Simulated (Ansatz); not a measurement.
# InP (F-43m): converging a phonon calculation

How do the frequencies of InP (F-43m) move with q mesh, k mesh and cutoff?

Calculated with Ansatz 0.2.0; DFT PBE, scalar-relativistic, plane waves, PAW; PAW set soft_1.

The database entry behind the starting cell differs from later determinations by our own check (0.1 to 0.3 % short, probably kX units), so it need not match the best structure at ambient conditions.

In doubt: the program warns that the response may not be converged on this k-mesh (step 5), which bears on the force constants and all frequencies.

### Step 1. The structure

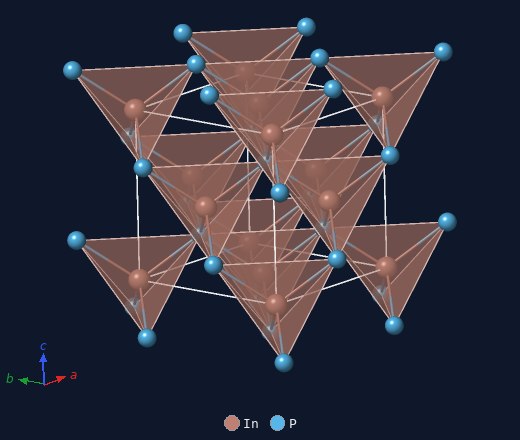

Start, viewed from a free direction; indium pink, phosphorus blue. This picture shows the conventional cell, with its axes. Some periodic images of atoms are drawn too.

### Step 2. Relaxing to small forces for the phonons

The k mesh is raised to 20×20×20 since a zone-centre run on the first mesh warned that it was too coarse for the force constants, and the cell is relaxed again on it.

Contents of input.yaml:

```yaml
crystal:
  lattice:
    - [0.0, 2.9798598439, 2.9798598439]
    - [2.9798598439, 0.0, 2.9798598439]
    - [2.9798598439, 2.9798598439, 0.0]
  atoms:
    - { symbol: In, position: [0.0, 0.0, 0.0] }
    - { symbol: P, position: [0.25, 0.25, 0.25] }
kpoints:
  mp_grid: { grid: [20, 20, 20] }
hamiltonian:
  xc: pbe
  pseudopotentials: { kind: paw, azcp: { folder: soft_1 } }
scf:
  occupations: { method: fixed }
output:
  forces: true
  stress: true
  eigenvalues: true
relax:
  adjacent_minimum: "off"
  f_tol: 0.001
  max_steps: 60
  cell: { stress_tol: 0.01 }
```

On the command line:

```console
> ansatz run input.yaml --threads 4 --pin off --max-ram 10240MiB --backend cpu --events-out ev --progress --plain --runs-dir out
```

Numbers of over 12 decimals in the logs are rounded to 6 here.

Output:

```text
Engine: ansatz 0.2.0, x86_64-unknown-linux-gnu
Pseudopotentials: kind: paw
Pseudopotential: In, paw, valence charge 13, recommended cutoff 420 eV (normal), soft_1/In.paw.azcp
Pseudopotential: P, paw, valence charge 5, recommended cutoff 420 eV (normal), soft_1/P.paw.azcp
Functional definition: PBE
  parameter kappa = 0.804
  parameter beta = 0.066725
  exchange = pbe_x(kappa = kappa, mu = beta*pi^2/3)
[...]
--- Relaxed structure (1 steps of the walk, 1 accepted, 1 SCFs on fresh bases) ---
  F+E_penalty+E_count = -6354.07696258 eV   max|allowed force component| = 2.498e-16 eV/Å   (the final SCF, on the basis selected at the relaxed cell)
  cell:  # Å, volume = 52.9197 Å³
    - [0.0, 2.9798598439, 2.9798598439]
    - [2.9798598439, 0.0, 2.9798598439]
    - [2.9798598439, 2.9798598439, 0.0]
  atoms:
    - { symbol: In, position: [0.0, 0.0, 0.0] }
    - { symbol: P, position: [0.25, 0.25, 0.25] }
[key lines of the parts left out:]
SCF converged after 5 iterations
Free energy (F): -6354.076963 eV
Fermi energy:    6.408156 eV
P = ⅓ Tr σ = 0.0068 GPa (0.068 kbar)
```

Run time: 6.3 s. Hardware: 4 threads of Intel Xeon Platinum 8488C (Sapphire Rapids), shared host; peak memory 0.65 GiB.

Little changed from the start: no atom moved by 0.005 Å and no cell edge by 0.1 %.

This step gave:

```
pressure           : 0.006788 GPa
gap on the k-mesh  : 0.4409 eV
volume per atom    : 26.46 Å³
direct gap on mesh : 0.4409 eV
```

The forces vanish by symmetry and the pressure is 0.007 GPa, within the tolerances set. The cell now holds 26.46 Å³/atom.

### Step 3. The dispersion

Stability and thermal properties need the whole zone. Linear response on a 2×2×2 q mesh gives force constants as far as a supercell of that size would, and the tensors from the zone-centre run are typed in so that the long-range dipole term is interpolated apart.

input.yaml, the sections that differ from step 2:

```yaml
output:
  eigenvalues: true
phonons:
  method: dfpt
  qmesh: [2, 2, 2]
  temperatures: { t_max: 1000, t_step: 50 }
  qpath:
    path:
      - [[0.0, 0.0, 0.0], [-0.5, -0.5, 0.0], [-0.375, -0.375, 0.25]]
      - [[-0.375, 0.0, 0.375], [0.0, 0.0, 0.0], [0.0, 0.0, 0.5], [-0.5, -0.25, 0.25], [-0.5, -0.5, 0.0]]
    npoints: 10
  non_analytic_term:
    high_frequency_dielectric_tensor: [[11.8795, 0.0, 0.0], [0.0, 11.8795, 0.0], [0.0, 0.0, 11.8795]]
    born_effective_charges:
      - { species: In, tensor: [[2.6044, 0.0, 0.0], [0.0, 2.6044, 0.0], [0.0, 0.0, 2.6044]] }
      - { species: P, tensor: [[-2.6044, 0.0, 0.0], [0.0, -2.6044, 0.0], [0.0, 0.0, -2.6044]] }
    source: "zone-centre run at this cell"
# crystal, kpoints, hamiltonian, scf: as in step 2
# relax: removed
```

Output:

```text
Warning: phonons: the dynamical matrix that this run interpolates holds no multipole term above the dipole-dipole one, and a site of this crystal is no centre of inversion, so its interpolated transverse optical and acoustic branches and sound speeds can stay off near Gamma, and the density of states and the thermodynamics with them. What a run solves at a wave vector of phonons.qpoints, Gamma apart, where the deck admits one, is free of this, and under fd what a larger phonons.supercell samples
[...]
Crystal: 2 atoms, lattice volume = 52.920 Å³
Basis set: ecut = 420 eV, 1037 PW (Γ), exchange–correlation on 60×60×60 points (8 copies of the dense FFT grid, shifted against one another)
Bands: 13, of which v1, the nominal top of the filled ones, is band 9 counted from 1 (8 counted from 0)
Symmetry: 24 space group operations
k-points: 256 of 8000 (time reversal used)
[...]
SCF iter   1: F=—  HF=-6354.283920 eV  |F-HF|=—  |Δ(HF+E_count)|=         —  Δρ=3.29e-2  dr2=8.34e-1  ethr=3.10e-3  ⟨swp⟩=5.0  Hψ=17959  notcnv=0  defer=472
[...]
SCF iter   9: F=-6354.076963 eV  HF=-6354.076963 eV  |F-HF|=5.46e-12  |Δ(HF+E_count)|=  4.09e-11  Δρ=7.80e-8  dr2=4.66e-12  ethr=1.00e-12  ⟨swp⟩=9.4  Hψ=23180  notcnv=0
SCF 1 converged in 9 iterations: F = -6354.076963 eV  dr2 = 4.66e-12
[...]
NSCF: frozen V_eff on 256 k-points
[...]
DFPT response loops at q = (0, 0, 0) (fractional): preconditioner auto → none (the input reference at scf.mixing.eps_inf says where Resta's filter doesn't serve); β = 0.50; Broyden in place of MSR1
[...]
SCF converged after 9 iterations
Free energy (F): -6354.076963 eV
[...]
Internal energy: -6354.076963 eV  (E = F + TS)
E sigma→0 (E₀):  -6354.076963 eV
Fermi energy:    6.408155 eV
[...]
--- Band table (eV; the first three rows and the last of 256) ---
  k-point 0: bands = [... 5 lower, -4.7771, 6.4082, 6.4082, 6.4082, 6.8490, 10.4955, 10.4955, 10.4955]
  k-point 1: bands = [... 5 lower, -4.7504, 5.9197, 6.3781, 6.3781, 7.2581, 10.4944, 10.5422, 10.5422]
  k-point 2: bands = [... 5 lower, -4.6712, 5.2211, 6.2946, 6.2946, 7.7038, 10.5389, 10.6703, 10.6703]
  k-point 255: bands = [... 5 lower, -2.5529, 1.0107, 3.6611, 3.7166, 10.5832, 10.6938, 11.8510, 12.6142]
--- Phonons (Γ-DFPT): 2 representative perturbations + reference (Σ response iterations 6) ---
  ASR residual: 6.741e-5 → 0.000e0 eV/Å²; symmetrization residual: 3.549e-7 eV/Å²
  ASR residual per site (eV/Å²): 1.59e-5 6.74e-5
  Γ frequencies (cm⁻¹): 0.00 0.00 0.00 284.13 284.13 284.13
--- Phonons (arbitrary-q DFPT): 3 irreducible q on the 2×2×2 mesh ---
  q = [0.0000, 0.0000, 0.0000] (star 1, of the zone-centre solve; hermiticity 9.80e-8, symmetrization 7.31e-13): -0.00 0.00 0.00 284.13 284.13 284.13
  q = [0.0000, 0.0000, -0.5000] (star 4, 2 solved perturbations on 2112 of 8000 k-point pairs; hermiticity 6.51e-7, symmetrization 7.67e-13): 53.67 53.67 157.72 290.33 290.33 311.88
  q = [0.0000, -0.5000, -0.5000] (star 3, 4 solved perturbations in 3614 linear systems a pass and spin channel, the states on 1166 of 8000 k-point pairs; hermiticity 4.55e-7, symmetrization 7.52e-14): 66.21 66.21 170.02 299.42 299.42 305.97
  sum rule: each row above includes the acoustic sum rule's correction from the zone centre's row sums; it moved no ω² by more than (0.77 cm⁻¹)²
  mesh force constants: q→R imaginary residual 1.54e-17; ASR residual 6.741e-5 → 0.000e0 eV/Å²; symmetrization residual 3.553e-15 eV/Å²
  interpolated dispersion: 63 rows × 6 modes
  density of states and harmonic sums: on the 18×18×18 q-mesh, interpolated from the force constants of a 2×2×2 supercell (with the dipole–dipole term of supplied tensors)
  largest difference from the sums on the solved wave vectors: F 6.76e-2 eV, S 9.99e-5 and C_V 3.22e-5 eV/K
  zero-point energy: 0.072504 eV/cell   skipped modes (ω ≤ 0): 3   left out of the sums: 8.57e-5 of the cell's modes: C_V's classical limit lies that fraction below 3 k_B per atom; for a crystal, a wire or a layer, F and S can be off by more, and a phonons.interpolated_qmesh denser along its periods is the remedy for the sampling
```

The job ended after 1.8 min (4 threads; peak memory 3.4 GiB; 6.8 min of CPU time).

In the SCF lines HF is the Harris–Foulkes energy and dr2 the Hartree energy of the density residual, in eV; the loop may stop once dr2 is under the threshold and the program's other checks hold. Hψ counts applications of the Hamiltonian.

This step gave:

```yaml
sum_rule_residual_before_enforcement: 6.74e-5 eV/Å²
lowest_frequency_on_the_path: 0 cm⁻¹
point_group: -43m
highest_frequency_on_the_path_or_at_a_solved_wavevector: 320.1 cm⁻¹
mean_frequency: 194.9 cm⁻¹
debye_temperature_second_moment: 414 K
logarithmic_mean_frequency: 157 cm⁻¹
highest_optical_mode_at_the_zone_centre_no_lo_to_term: 284.1 cm⁻¹
lowest_optical_zone_centre_mode: 284.1 cm⁻¹
lowest_mode_on_the_q_mesh_acoustic_modes_at_gamma_apart: 53.67 cm⁻¹
zero_point_energy_per_atom: 36.25 meV
heat_capacity_at_300_k: 22.78 J/(mol atoms K)
vibrational_entropy_at_300_k: 33.16 J/(mol atoms K)
edges_of_the_widest_gap_between_branches_on_path_and_mesh: 170, 284.1 cm⁻¹
```

Frequencies (cm⁻¹) solved at each irreducible wavevector; negative means imaginary. Frequencies by wavevector, by row:

```csv
q in reciprocal lattice units,star,mode 1,mode 2,mode 3,mode 4,mode 5,mode 6
0 0 0,1,0,0,0,284.1,284.1,284.1
0 0 -0.5,4,53.7,53.7,157.7,290.3,290.3,311.9
0 -0.5 -0.5,3,66.2,66.2,170,299.4,299.4,306
```

Interpolated from a 2×2×2 q mesh, rough between the solved points, with the LO-TO term (at Γ the limit along the path; where Γ stands inside the path, tables give the limit on arrival). Phonon branches along the path, in cm⁻¹:

```csv
point,branch 1,branch 2,branch 3,branch 4,branch 5,branch 6
Γ,0,0,0,284,284,320
X,66,66,170,299,299,306
U,64,101,154,295,297,309
jump to K,64,101,154,295,297,309
Γ,0,0,0,284,284,320
L,54,54,158,290,290,312
W,77,105,148,292,301,308
X,66,66,170,299,299,306
```

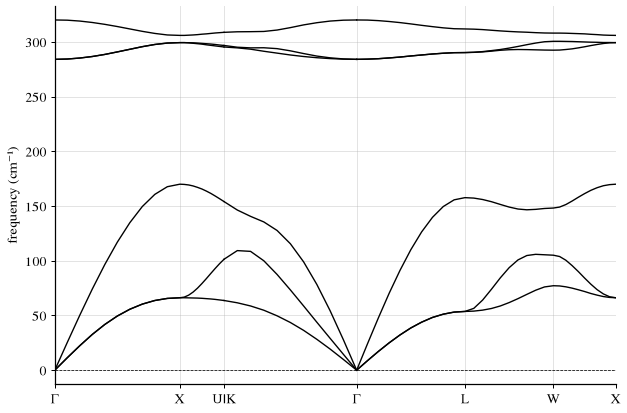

Phonon branches along the path.

Symmetry leaves 3 wavevectors to solve. The lowest mode among them, the acoustic zeros apart, lies at q = (0, 0, -0.5) and is real, 53.7 cm⁻¹.

### Step 4. Another q mesh, k-mesh 21×21×21, q mesh 3×3×3

The q mesh is changed to 3×3×3, to see how far the force constants must reach; the k mesh is 21×21×21, against 20×20×20 in the base run, so that the q mesh divides it.

Changes to input.yaml since step 3:

```diff
@@ -9,3 +9,3 @@
 kpoints:
-  mp_grid: { grid: [20, 20, 20] }
+  mp_grid: { grid: [21, 21, 21] }
 hamiltonian:
@@ -19,3 +19,3 @@
   method: dfpt
-  qmesh: [2, 2, 2]
+  qmesh: [3, 3, 3]
   temperatures: { t_max: 1000, t_step: 50 }
```

Output:

```text
[...]
Crystal: 2 atoms, lattice volume = 52.920 Å³
Basis set: ecut = 420 eV, 1037 PW (Γ), exchange–correlation on 60×60×60 points (8 copies of the dense FFT grid, shifted against one another)
Bands: 13, of which v1, the nominal top of the filled ones, is band 9 counted from 1 (8 counted from 0)
Symmetry: 24 space group operations
k-points: 286 of 9261 (time reversal used)
[...]
SCF iter   1: F=—  HF=-6354.283944 eV  |F-HF|=—  |Δ(HF+E_count)|=         —  Δρ=3.29e-2  dr2=8.34e-1  ethr=3.10e-3  ⟨swp⟩=5.0  Hψ=20067  notcnv=0  defer=527
[...]
SCF iter   9: F=-6354.076966 eV  HF=-6354.076966 eV  |F-HF|=6.37e-12  |Δ(HF+E_count)|=  4.00e-11  Δρ=8.09e-8  dr2=5.04e-12  ethr=1.00e-12  ⟨swp⟩=9.4  Hψ=25892  notcnv=0
SCF 1 converged in 9 iterations: F = -6354.076966 eV  dr2 = 5.04e-12
  Residual-converged pass: ⟨swp⟩=1.0  Hψ=4864  notcnv=0  max |occ|·‖R‖ = 7.0e-9 eV (tolerance 1.0e-8 eV)  dr2=5.04e-12  dr2_onsite=2.53e-13  max |Δocc| = 0.0e0
[...]
SCF converged after 9 iterations
Free energy (F): -6354.076966 eV
[...]
Internal energy: -6354.076966 eV  (E = F + TS)
E sigma→0 (E₀):  -6354.076966 eV
Fermi energy:    6.408152 eV
[...]
--- Band table (eV; the first three rows and the last of 286) ---
  k-point 0: bands = [... 5 lower, -4.7771, 6.4082, 6.4082, 6.4082, 6.8490, 10.4955, 10.4955, 10.4955]
  k-point 1: bands = [... 5 lower, -4.7529, 5.9512, 6.3808, 6.3808, 7.2341, 10.4941, 10.5380, 10.5380]
  k-point 2: bands = [... 5 lower, -4.6810, 5.2896, 6.3044, 6.3044, 7.6677, 10.5300, 10.6554, 10.6554]
  k-point 285: bands = [... 5 lower, -2.5638, 1.0181, 3.5840, 3.8243, 10.5070, 10.6954, 11.8344, 12.7391]
[...]
ASR residual: 7.098e-5 → 0.000e0 eV/Å²; symmetrization residual: 4.413e-7 eV/Å²
  ASR residual per site (eV/Å²): 1.69e-5 7.10e-5
  Γ frequencies (cm⁻¹): 0.00 0.00 0.00 284.13 284.13 284.13
--- Phonons (arbitrary-q DFPT): 4 irreducible q on the 3×3×3 mesh ---
[...]
interpolated dispersion: 63 rows × 6 modes
[...]
```

It took 5.9 min on 4 threads; peak memory 5.7 GiB.

Numbers from this step:

- sum-rule residual before enforcement: 7.10e-5 eV/Å²
- highest frequency on the path or at a solved wavevector: 323.5 cm⁻¹
- mean frequency: 195.2 cm⁻¹
- Debye temperature (second moment): 415 K
- logarithmic mean frequency: 157.3 cm⁻¹
- lowest mode on the q mesh (acoustic modes at Γ apart): 49.9 cm⁻¹
- zero-point energy per atom: 36.3 meV
- heat capacity at 300 K: 22.77 J/(mol atoms K)
- vibrational entropy at 300 K: 33.11 J/(mol atoms K)
- edges of the widest gap between branches, on path and mesh: 168.2, 284.1 cm⁻¹

Frequencies (cm⁻¹) solved at each irreducible wavevector; negative means imaginary. Frequencies by wavevector, by row:

```csv
q in reciprocal lattice units,star,mode 1,mode 2,mode 3,mode 4,mode 5,mode 6
0 0 0,1,0,0,0,284.1,284.1,284.1
0 0 0.3333,8,49.9,49.9,136.3,288.9,288.9,314.9
0 0.3333 0.3333,6,64,64,142.9,295.8,295.8,312.4
0 0.3333 -0.3333,12,66.2,90.8,148.4,287.6,294.4,323.5
```

Interpolated from a 3×3×3 q mesh, with the LO-TO term (at Γ the limit along the path; where Γ stands inside the path, tables give the limit on arrival). Phonon branches along the path, in cm⁻¹:

```csv
point,branch 1,branch 2,branch 3,branch 4,branch 5,branch 6
Γ,0,0,0,284,284,320
X,65,65,168,301,301,311
U,67,85,155,289,297,322
jump to K,67,85,155,289,297,322
Γ,0,0,0,284,284,320
L,56,56,156,291,291,313
W,74,85,152,285,301,323
X,65,65,168,301,301,311
```

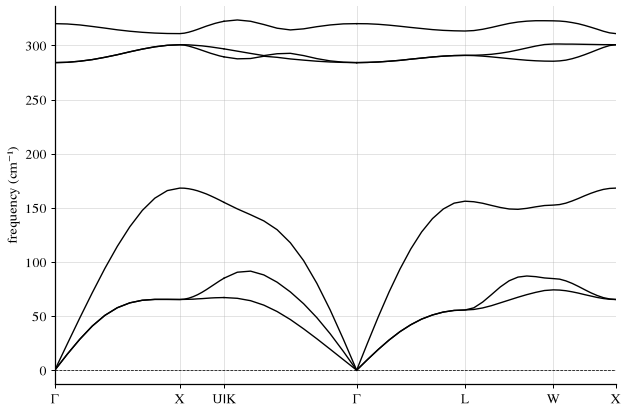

Phonon branches along the path.

The mean frequency is 195.2 cm⁻¹, +0.3 cm⁻¹ against the base run, whose k mesh differs too.

The highest branch reaches 324 cm⁻¹ on this path, between K and Γ. No branch goes imaginary on this path.

### Step 5. Another k mesh, k-mesh 6×6×6

The k mesh is changed to 6×6×6 on a small fixed q mesh, to find the coarsest that serves.

input.yaml, the sections that differ from step 4:

```yaml
kpoints:
  mp_grid: { grid: [6, 6, 6] }
phonons:
  method: dfpt
  dielectric: true
  rigid_motions: translations
  qmesh: [2, 2, 2]
  temperatures: { t_max: 1000, t_step: 50 }
  qpath:
    path:
      - [[0.0, 0.0, 0.0], [-0.5, -0.5, 0.0], [-0.375, -0.375, 0.25]]
      - [[-0.375, 0.0, 0.375], [0.0, 0.0, 0.0], [0.0, 0.0, 0.5], [-0.5, -0.25, 0.25], [-0.5, -0.5, 0.0]]
    npoints: 10
# crystal, hamiltonian, scf, output: as in step 4
```

Output:

```text
[...]
Crystal: 2 atoms, lattice volume = 52.920 Å³
Basis set: ecut = 420 eV, 1037 PW (Γ), exchange–correlation on 60×60×60 points (8 copies of the dense FFT grid, shifted against one another)
Bands: 13, of which v1, the nominal top of the filled ones, is band 9 counted from 1 (8 counted from 0)
Symmetry: 24 space group operations
k-points: 46 of 216 (irreducible under 4 space group operations, time reversal used)
[...]
SCF iter   1: F=—  HF=-6354.275151 eV  |F-HF|=—  |Δ(HF+E_count)|=         —  Δρ=3.31e-2  dr2=8.48e-1  ethr=3.10e-3  ⟨swp⟩=5.0  Hψ=3226  notcnv=0  defer=82
[...]
SCF iter   8: F=-6354.063829 eV  HF=-6354.063829 eV  |F-HF|=4.55e-11  |Δ(HF+E_count)|=   3.02e-9  Δρ=3.18e-7  dr2=4.44e-11  ethr=1.00e-12  ⟨swp⟩=9.3  Hψ=4742  notcnv=0
SCF 1 converged in 8 iterations: F = -6354.063829 eV  dr2 = 4.44e-11
[...]
DFPT response loops at Γ: preconditioner auto → none (the input reference at scf.mixing.eps_inf says where Resta's filter doesn't serve); β = 0.50; Broyden in place of MSR1
── the response to a field inside a basis, on 8×8×8 k-points: an SCF that follows is theirs, and a resumed run solves both again ──
Bands: 10, of which v1, the nominal top of the filled ones, is band 9 counted from 1 (8 counted from 0)
k-points: 60
[...]
Eigensolver: Dense (60 Hₖ)
SCF iter   1: F=—  HF=-6354.075095 eV  |F-HF|=—  |Δ(HF+E_count)|=         —  Δρ=3.67e-4  dr2=1.21e-4  ethr=1.00e-1
[...]
SCF iter   5: F=-6354.075068 eV  HF=-6354.075068 eV  |F-HF|=6.59e-9  |Δ(HF+E_count)|=   8.21e-8  Δρ=6.41e-6  dr2=1.73e-8  ethr=2.11e-9
SCF 1 converged in 5 iterations: F = -6354.075068 eV  dr2 = 1.73e-8
[...]
WARN: field response: ε∞ stands inside a basis, on 8×8×8 points; the force constants stand on the 6×6×6 k-mesh, whose period is 8.72 times the interband length at k = (0.0000, 0.0000, 0.0000), direct gap 0.438 eV, under 14: take them and everything formed from them as unconverged, and compare with a denser kpoints.mp_grid
[...]
SCF converged after 8 iterations
Free energy (F): -6354.063829 eV
[...]
Internal energy: -6354.063829 eV  (E = F + TS)
E sigma→0 (E₀):  -6354.063829 eV
Fermi energy:    6.416179 eV
[...]
--- Band table (eV; the first three rows and the last of 46) ---
  k-point 0: bands = [... 5 lower, -4.7700, 6.4162, 6.4162, 6.4162, 6.8541, 10.4976, 10.4976, 10.4976]
  k-point 1: bands = [... 5 lower, -4.4814, 4.2539, 6.1361, 6.1361, 8.0368, 10.8300, 10.9108, 10.9108]
  k-point 2: bands = [... 5 lower, -3.7421, 2.0147, 5.6972, 5.6972, 7.9417, 11.2528, 11.2528, 12.5174]
  k-point 45: bands = [... 5 lower, -2.7431, 1.1047, 3.5267, 4.4920, 9.9270, 10.6862, 11.9935, 13.7742]
--- Phonons (Γ-DFPT): 2 representative perturbations + reference, on 46 of 216 k-points (Σ response iterations 6) ---
  k mesh reduced under 4 symmetry operations, with k and −k counted as one. Each operation leaves every solved perturbation unchanged. A smaller set is not considered because the run solves the response to a homogeneous field
  ASR residual: 6.281e-5 → 0.000e0 eV/Å²; symmetrization residual: 5.544e-7 eV/Å²
  ASR residual per site (eV/Å²): 6.28e-5 6.19e-5
  Γ frequencies (cm⁻¹): 0.00 0.00 0.00 284.39 284.39 284.39
  ε∞ (high-frequency dielectric tensor):
       11.879750    -0.000000    -0.000000
       -0.000000    11.879750     0.000000
       -0.000000     0.000000    11.879750
  ε⁰ (static dielectric tensor: ions relaxed, cell fixed):
       15.075301    -0.000000     0.000000
       -0.000000    15.075301     0.000000
        0.000000     0.000000    15.075301
  ε⁰ − ε∞ (ionic part):
        3.195551    -0.000000     0.000000
       -0.000000     3.195551     0.000000
        0.000000     0.000000     3.195551
  softest optical mode at Γ: 284.39 cm⁻¹; the repairs (sum rule, projections) moved no ω² at Γ by more than (0.76 cm⁻¹)²
  Born effective charges Z* (e; rows j = field, columns β = displacement):
    site 0:
         2.60390   -0.00000    0.00000
        -0.00000    2.60390    0.00000
        -0.00000    0.00000    2.60390
    site 1:
        -2.60390    0.00000   -0.00000
         0.00000   -2.60390   -0.00000
         0.00000   -0.00000   -2.60390
  Z* charge neutrality: 8.065e-4 e pre-enforcement
  solved inside a basis spanned on kpoints, on 8×8×8 k-points transformed towards the longest dipole: ε∞ is read to err by 3.4e-2, Z* by 1.4e-2 e (field_mesh: kpoints solves on kpoints); Z* is corrected for what the basis lacks
  optical modes at Γ without the LO–TO term, one row a degenerate level:
      ω (cm⁻¹)  modes    IR ((D/Å)²/amu)
        284.39      3            19.2380
  optical modes at Γ + LO–TO along q̂ = [1.0000, 0.0000, 0.0000]:
      ω (cm⁻¹)  modes    IR ((D/Å)²/amu)
        284.39      2            12.8253
        320.37      1             6.4127
  optical modes at Γ + LO–TO along q̂ = [0.0000, 1.0000, 0.0000]:
      ω (cm⁻¹)  modes    IR ((D/Å)²/amu)
        284.39      2            12.8253
        320.37      1             6.4127
  optical modes at Γ + LO–TO along q̂ = [0.0000, 0.0000, 1.0000]:
      ω (cm⁻¹)  modes    IR ((D/Å)²/amu)
        284.39      2            12.8253
        320.37      1             6.4127
--- Phonons (arbitrary-q DFPT): 3 irreducible q on the 2×2×2 mesh ---
[...]
interpolated dispersion: 63 rows × 6 modes
[...]
```

Wall time 12 s (4 threads); peak memory 0.57 GiB; 37 s of CPU time.

The run finished; it serves as a test, and its numbers are not taken as the result.

(Continued in part 2 of 3.)

[Logs are printed without paths, hosts, clocks, repeated set-up lines and the standing remarks that a program may print on its own settings, such as how far it seeks lower states.]

[Hosts, paths, dates, database ids (printed as entryN), source tags and the programs' standing remarks are cut or masked in the printed files.]
